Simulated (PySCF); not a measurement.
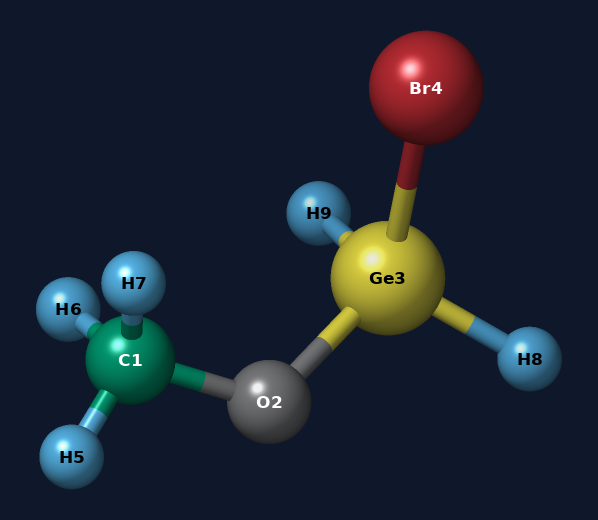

The computed structure is the end point of a PBE0-D3(BJ)/def2-SVP optimisation. No frequency run is at hand to confirm it as a minimum. Level of theory: delta-SCF UKS SCAN, pcX-2 on the ionised atom, pcseg-1 elsewhere, spin-free X2C (PySCF 2.14.0).

Give the core-electron binding energies (to vacuum) of C1 1s, O2 1s.

| atom | level | binding energy (eV) |
| --- | --- | --- |
| C1 | 1s | 292.4 |
| O2 | 1s | 538.0 |
